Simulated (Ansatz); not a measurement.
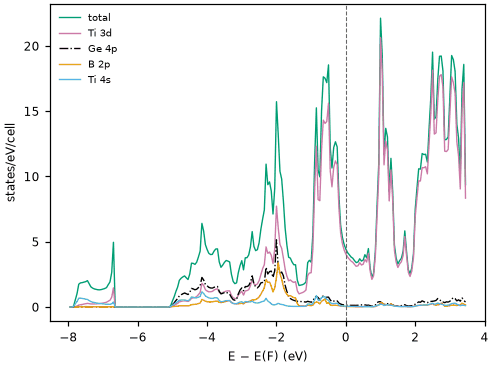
Total and projected density of states of Ti$_{6}$Ge$_{2}$B in space group P-62m (No. 189; Ti on 3f, Ti on 3g, Ge on 2c, B on 1b), plane-wave PAW r²SCAN (Ansatz code)

Q: Which orbitals carry the states next to the Fermi level?

A: Within 0.5 eV of the Fermi level: Ti 3d 89 %. Projections are on Löwdin-orthogonalised atomic valence shells; empty p or d shells of many metals are not among them.

Q: Where is the tallest occupied peak in this window, and what makes it?

A: Near -0.5 eV, about 19 states/eV per cell; the largest projected share is Ti 3d.

The first step of the workflow began from a Materials Project structure, measured or hypothetical; the Crystallography Open Database copy checked does not list it. Whether it is the stable phase at ambient conditions was not checked. Symmetry was held in the r²SCAN relaxation; whether a distortion lowers the energy is not shown. No spin polarisation was allowed. Scalar-relativistic: spin–orbit coupling is off unless named, which matters more the heavier the elements.

Potentials: the later of the program's two PAW sets.
